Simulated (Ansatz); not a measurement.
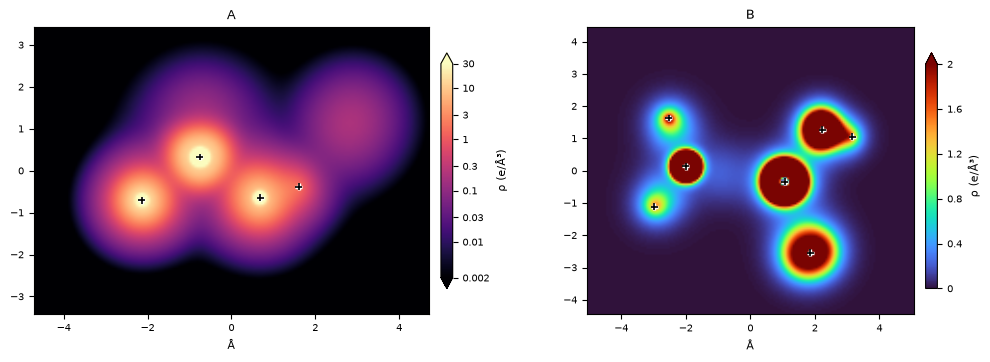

The electron density of 2 systems, each on a plane through atoms (crosses mark nuclei in the plane).

All numbers below come from RKS PBE0-D4/def2-SVP in Ansatz.

System 1: F$_{2}$H$_{2}$OSTi···HCl, the plane of atoms F3, Ti1 and O5. 

```xyz
9

Ti    0.5067   -0.4086   -0.5122
Cl   -1.2968   -1.3115    2.8869
F     1.0048   -0.8665   -2.1085
F     0.6190    1.2889   -0.1956
O    -1.0959   -1.0156   -0.2194
H    -1.5828   -1.0808    0.6245
S     1.8352   -1.4021    1.1210
H     1.5301   -2.6415    0.6625
H    -0.0467   -1.3764    2.4847
```

System 2: AlClH$_{5}$InO$_{3}$, the plane of atoms Cl2, In1 and O5. Core potentials replace the inner electrons of In.

```xyz
11

In   -0.4055   -0.1147    0.6387
Cl   -0.2617   -2.0730    1.9091
O     1.4238    0.9262    0.2578
H     1.7550    1.0375   -0.6393
O    -1.5334    0.0984   -0.9809
H    -2.1298   -0.6486   -1.1073
O    -0.3132    1.5536    1.9805
Al    1.3126    2.3260    1.4867
H     2.3252    2.1762    2.7050
H     1.1393    3.6861    0.6794
H    -0.5852    1.4651    2.9000
```

**Match each panel to its system.**

Panel A is system 1, F$_{2}$H$_{2}$OSTi···HCl: the plane holds Ti, F, O and H. Ti–F (1.73 Å): ρ at the midpoint is about 1.1 e/Å³. Panel B is system 2, AlClH$_{5}$InO$_{3}$: the plane holds In, Cl, O, H and Al. In–O (1.99 Å): ρ is about 0.73 e/Å³ halfway.
